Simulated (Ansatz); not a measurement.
# Si2H5Cl (SMILES [SiH3][SiH2]Cl): PBE0/cc-pVDZ

What is the energy change on altering one bond length of Si2H5Cl at PBE0/cc-pVDZ? 

The calculation is run with Ansatz 0.2.0.

59 further runs of the same task are left out: 59 set aside as unsound or not needed.

## 1. Starting point

Si2H5Cl: 8 atoms, total charge 0, spin state singlet. As SMILES, `[SiH3][SiH2]Cl`. The shape is that of a PBE0-D4/def2-TZVP optimisation.

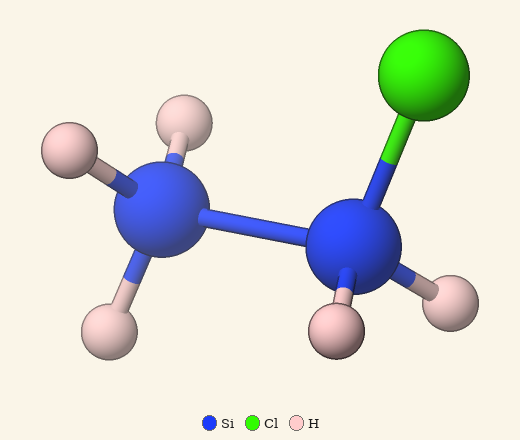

The structure, seen from a chosen angle (silicon blue, chlorine green, hydrogen pink).

## 2. The energy at PBE0/cc-pVDZ

Input file run.yaml:

```yaml
crystal:
  periodic: [false, false, false]
  atoms:
    - symbol: Si
      position_ang: [-0.706500, 0.881800, -0.390300]
    - symbol: Si
      position_ang: [0.573400, -0.938800, 0.325900]
    - symbol: Cl
      position_ang: [2.431600, -0.252900, 0.908000]
    - symbol: H
      position_ang: [-2.053000, 0.410100, -0.813000]
    - symbol: H
      position_ang: [-0.034300, 1.540700, -1.540000]
    - symbol: H
      position_ang: [-0.854500, 1.855700, 0.722100]
    - symbol: H
      position_ang: [-0.041800, -1.622800, 1.491400]
    - symbol: H
      position_ang: [0.777200, -1.930900, -0.759900]
basis:
  gaussian: {orbitals: cc-pVDZ}
hamiltonian: {xc: pbe0}
accuracy: high
output: {orbitals: {seedname: orbitals}}
```

Started as:

```console
ansatz run run.yaml --threads 1 --pin off --max-ram 3480MiB --events-out events.jsonl --progress --plain --runs-dir runs
```

Log:

```text
Warning: RAYON_NUM_THREADS=1 ignored (pool sized by the plan → 1); use --threads N
Functional definition: PBE0
  name "PBE0"
  parameter a = 0.25
  parameter kappa = 0.804
  parameter beta = 0.06672455060314922
  exchange = (1 - a)*pbe_x(kappa = kappa, mu = beta*pi^2/3) + a*exact_x
  correlation = pbe_c(beta = beta)
1853 factors; integrals over basis functions are off by at most 3.8e-9 eV
mean field evaluation 1: about -28349.0088 eV, gradient 9.9e0 eV
mean field evaluation 2: about -28349.2485 eV, gradient 5.7e0 eV
mean field evaluation 4: about -28349.3373 eV, gradient 3.4e-1 eV
mean field evaluation 8: about -28349.4588 eV, gradient 6.5e-2 eV
mean field evaluation 16: about -28349.4588 eV, gradient 2.4e-6 eV
mean field -28349.45879027 eV, -1041.8233945889 hartree, gradient 1.6e-8 eV, S^2 0.000000; 0 other end points of the search recorded, 0 dependent functions left out
reference -28349.45879293 eV, -1041.8233946868 hartree; 25, 25 occupied and 54, 54 virtual orbitals, 1853 factors
Total energy: -28349.45879293 eV, -1041.8233946868 hartree
```

It took 7.5 s on 1 thread of Arm Neoverse V1, shared host; peak memory 0.27 GiB.

## 3. The distorted shape

Input file run.yaml:

```yaml
crystal:
  periodic: [false, false, false]
  atoms:
    - {symbol: Si, position_ang: [-0.614201, 0.984421, -0.565162]}
    - {symbol: Si, position_ang: [0.665699, -0.836179, 0.151038]}
    - {symbol: Cl, position_ang: [2.523899, -0.150279, 0.733138]}
    - {symbol: H, position_ang: [-1.960701, 0.512721, -0.987862]}
    - {symbol: H, position_ang: [0.057999, 1.643321, -1.714862]}
    - {symbol: H, position_ang: [-0.762201, 1.958321, 0.547238]}
    - {symbol: H, position_ang: [-0.041800, -1.622800, 1.491400]}
    - {symbol: H, position_ang: [0.869499, -1.828279, -0.934762]}
basis:
  gaussian: {orbitals: cc-pVDZ}
hamiltonian: {xc: pbe0}
accuracy: high
output: {orbitals: {seedname: orbitals}}
```

Started as:

```console
ansatz run run.yaml --threads 1 --pin off --max-ram 3480MiB --events-out events.jsonl --progress --plain --runs-dir runs
```

Log, shortened:

```text
Warning: RAYON_NUM_THREADS=1 ignored (pool sized by the plan → 1); use --threads N
[... 7 set-up lines as earlier in the session ...]
1849 factors; integrals over basis functions are off by at most 3.9e-9 eV
mean field evaluation 1: about -28348.7234 eV, gradient 9.9e0 eV
mean field evaluation 2: about -28348.9331 eV, gradient 6.4e0 eV
mean field evaluation 4: about -28349.0498 eV, gradient 3.4e-1 eV
mean field evaluation 8: about -28349.1684 eV, gradient 6.4e-2 eV
mean field evaluation 16: about -28349.1684 eV, gradient 2.2e-6 eV
mean field -28349.16839458 eV, -1041.8127227443 hartree, gradient 2.0e-8 eV, S^2 0.000000; 0 other end points of the search recorded, 0 dependent functions left out
reference -28349.16839725 eV, -1041.8127228425 hartree; 25, 25 occupied and 54, 54 virtual orbitals, 1849 factors
Total energy: -28349.16839725 eV, -1041.8127228425 hartree
```

It took 7.5 s on 1 thread of Arm Neoverse V1, shared host; peak memory 0.27 GiB.

## 4. What came out

At PBE0/cc-pVDZ:

```
                                                          quantity           value
                                         first shape: total energy  -1041.82339 Eh
                                          first shape: HOMO energy        -8.16 eV
                                          first shape: LUMO energy        -0.35 eV
                                        first shape: HOMO–LUMO gap         7.81 eV
                                     distorted shape: total energy  -1041.81272 Eh
                                      distorted shape: HOMO energy        -8.17 eV
                                      distorted shape: LUMO energy        -0.39 eV
                                    distorted shape: HOMO–LUMO gap         7.78 eV
energy change with the Si2–H7 bond stretched from 1.485 to 1.708 Å        0.290 eV
```

With the Si2–H7 bond stretched from 1.485 to 1.708 Å the energy rises by 0.29 eV (28.0 kJ/mol). The first shape isn't relaxed at this level, so the change isn't measured from a minimum.
